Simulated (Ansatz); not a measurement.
# HfO2 (P4_2/mnm): equation of state with a fit from a Python script

A script is to give an equation of state with a fit; the system is HfO2 (P4_2/mnm).

Program: the Python package of Ansatz 0.2.0. Level of theory: DFT r2SCAN, plane waves, PAW. These are calculated values, not measurements.

## 1. Starting point

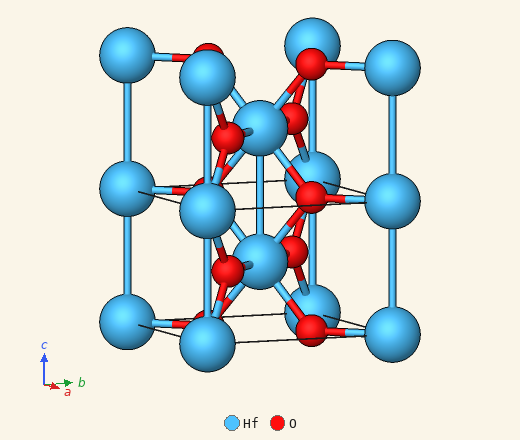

The starting structure, viewed slightly off an axis; hafnium blue, oxygen red. 1×1×2 cells are drawn. Atoms on cell faces are repeated.

No structure file is read: the coordinates are typed or built in the script.

## 2. The code

Input file eos_hfo2.py:

```python
# -*- coding: utf-8 -*-
"""Energy against volume for HfO2, with a fit."""

import ansatz as az
import numpy as np
from scipy.optimize import curve_fit

VECTORS = np.array([
    [4.81353, 0.0, 0.0],
    [0.0, 4.81353, 0.0],
    [0.0, 0.0, 3.20542],
])
SITES = [
    ("Hf", [0.0, 0.0, 0.0]),
    ("Hf", [0.5, 0.5, 0.5]),
    ("O", [0.19496, 0.80504, 0.5]),
    ("O", [0.30504, 0.30504, 0.0]),
    ("O", [0.69496, 0.69496, 0.0]),
    ("O", [0.80504, 0.19496, 0.5]),
]


def on_lattice(cell):
    crystal = az.Crystal(lattice=az.Lattice.of(cell))
    for symbol, position in SITES:
        crystal = crystal.atom(symbol, position)
    return crystal

def vinet(v, e0, v0, b0, b1):
    eta = (v / v0) ** (1 / 3)
    return e0 + 2 * b0 * v0 / (b1 - 1) ** 2 * (2 - (5 + 3 * b1 * (eta - 1) - 3 * eta) * np.exp(-1.5 * (b1 - 1) * (eta - 1)))

# scale the volume, keep shape and fractions
volumes, energies, pressures = [], [], []
for scale in np.linspace(0.88, 1.12, 7):
    cell = VECTORS * scale ** (1 / 3)
    job = on_lattice(cell).calculation()
    job = job.occupations("fixed").functional("r2scan")
    job = job.basis(600)
    job = job.kpoints(4, 4, 6)
    job = job.stress()
    r = job.run(threads=1, backend="cpu").report
    volumes.append(abs(np.linalg.det(cell)) / len(SITES))
    energies.append(r["free_energy_ev"] / len(SITES))
    pressures.append(np.trace(r["stress_gpa"]) / 3)
    print(f"V = {volumes[-1]:8.4f} A^3/atom  F = {energies[-1]:.5f} eV/atom  P = {pressures[-1]:8.3f} GPa")

guess = (min(energies), volumes[int(np.argmin(energies))], 0.5, 4.5)
(e0, v0, b0, b1), _ = curve_fit(vinet, np.array(volumes), np.array(energies), p0=guess, maxfev=20000)
print(f"Vinet fit: V0 = {v0:.4f} A^3/atom, B0 = {160.21766 * b0:.1f} GPa, B1 = {b1:.2f}")
print("largest residual", round(1000 * float(np.abs(vinet(np.array(volumes), e0, v0, b0, b1) - energies).max()), 3), "meV/atom")
```

## 3. Launch

On the command line:

```sh
$ python eos_hfo2.py
```

Log:

```text
V =  10.8929 A^3/atom  F = -5625.23238 eV/atom  P =   44.867 GPa
V =  11.3880 A^3/atom  F = -5625.34435 eV/atom  P =   28.170 GPa
V =  11.8832 A^3/atom  F = -5625.40971 eV/atom  P =   14.599 GPa
V =  12.3783 A^3/atom  F = -5625.43717 eV/atom  P =    3.545 GPa
V =  12.8734 A^3/atom  F = -5625.43372 eV/atom  P =   -5.470 GPa
V =  13.3686 A^3/atom  F = -5625.40507 eV/atom  P =  -12.824 GPa
V =  13.8637 A^3/atom  F = -5625.35586 eV/atom  P =  -18.818 GPa
Vinet fit: V0 = 12.5608 A^3/atom, B0 = 234.7 GPa, B1 = 4.19
largest residual 0.027 meV/atom
```

Run time: 1.7 min. Hardware: 1 thread of Arm Neoverse V1, shared host; peak memory 0.71 GiB.

## 4. The runs side by side

The 7 runs, in the order started:

```
run  volume (Å³/atom)  energy from run 4 (meV/atom)  pressure (GPa)  gap on the mesh (eV)  SCF cycles  CPU time (s)
  1            10.893                        204.79           44.87                  5.13           8            14
  2            11.388                         92.82           28.17                  4.94           8            15
  3            11.883                         27.46           14.60                  4.76           8            15
  4            12.378                          0.00            3.54                  4.59           8            15
  5            12.873                          3.45           -5.47                  4.43           8            14
  6            13.369                         32.10          -12.82                  4.28           8            15
  7            13.864                         81.31          -18.82                  4.13           8            15
```

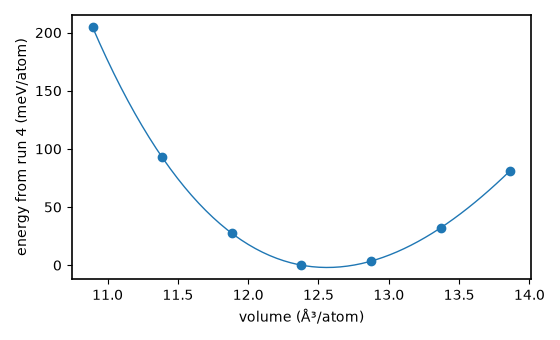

Energy against volume; the line is a third-order Birch-Murnaghan fit.

## 5. Results

| quantity | value |
| --- | --- |
| runs compared | 7 |
| range of energy | 204.79 meV/atom |
| lowest point, volume (Å³/atom) | 12.378 |
| equilibrium volume (fit) | 12.56 Å³/atom |
| bulk modulus (fit) | 234 GPa |

What this shows: A third-order Birch-Murnaghan fit through the 7 points (the script's own form differs a little) has its minimum at 12.56 Å³ an atom, 1.5 % above the typed cell, with a bulk modulus of 234 GPa and dB/dP = 4.1. From that minimum the energy rises by 206.8 meV an atom on the compressed side and 83.3 meV on the expanded side. Reading the output:
- Spin is left out of this run.
- Shape and fractional positions are held along the curve, so the bulk modulus is an upper value where they are free to relax.
- Pressure is positive in compression.
- Spin-orbit coupling, which matters for elements this heavy, is left out.
- This cell is a computed structure, which may not be the phase found in nature.
